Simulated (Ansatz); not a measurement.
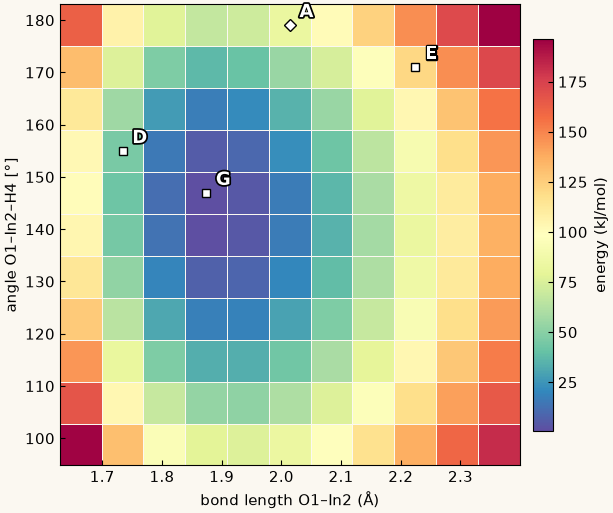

ClHInO, SMILES [O-][InH][Cl], charge −1. The first coordinate is: bond length O1–In2; the second: angle O1–In2–H4. Nothing is relaxed (all other coordinates rigid). The scan uses an 11 × 11 grid. Points are written as (first, second). All energies are given in kJ/mol relative to the relaxed molecule at the same level. The calculation used Ansatz 0.2.0, RKS B3LYP-D4/def2-TZVPD.

In the figure: one coloured cell a grid point, lettered points.

Q: What kind of point is each of D, E, G: minimum, saddle, maximum or slope?

A: D: on a slope; E: on a slope; G: minimum. (In these two coordinates alone; a stationary point may lie a little off the grid point.)

Q: Rank the lettered points by energy, lowest first.

A: G (0.7 kJ/mol), D (46 kJ/mol), A (83 kJ/mol), E (121 kJ/mol).
